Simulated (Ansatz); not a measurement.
```json
{"atom": "C", "x (Å)": "-1.0114", "y (Å)": "1.2029", "z (Å)": "-0.4475"}
{"atom": "N", "x (Å)": "1.1255", "y (Å)": "-1.5629", "z (Å)": "0.9170"}
{"atom": "Zn", "x (Å)": "0.1337", "y (Å)": "-0.2098", "z (Å)": "0.2076"}
{"atom": "H", "x (Å)": "-1.9427", "y (Å)": "0.7936", "z (Å)": "-0.8715"}
{"atom": "H", "x (Å)": "-0.5195", "y (Å)": "1.7954", "z (Å)": "-1.2351"}
{"atom": "H", "x (Å)": "-1.2947", "y (Å)": "1.8938", "z (Å)": "0.3629"}
{"atom": "H", "x (Å)": "2.0206", "y (Å)": "-1.3451", "z (Å)": "1.3471"}
{"atom": "H", "x (Å)": "1.2493", "y (Å)": "-2.4174", "z (Å)": "0.3804"}
```

Geometry: PBE0-D4/def2-SVP.

Method: isolated molecule in a Gaussian basis; Kohn-Sham density functional theory, functional PBE0 (Ansatz).

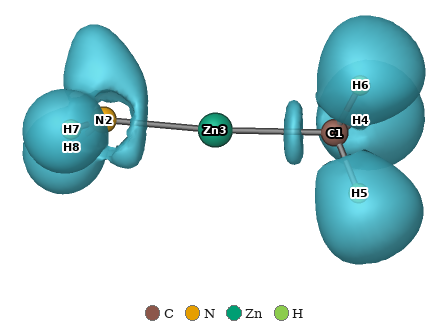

CH5NZn (SMILES [CH3][Zn][NH2]). Isosurface of the electron localisation function at 0.8 (cyan), seen from one side. Only the valence region is drawn (cores and ρ < 0.01 e/Å³ removed).

### Identify the bonds, lone pairs and shells in this picture.

The surface consists of three regions around hydrogen nuclei, one lobe of the valence shell of C pointing towards Zn (polar bonds) and one joined region spread over several atoms (H, N), in which their bonds and any lone pairs are merged. Profiles from the grid: Zn–N (1.82 Å): the ELF peaks at about 0.90 in the valence shell of N, 0.6 Å from its nucleus, and is about 0.30 at the midpoint. C–Zn (1.93 Å): the ELF peaks at about 0.90 in the valence shell of C, 0.7 Å from its nucleus, and is about 0.45 at the midpoint.
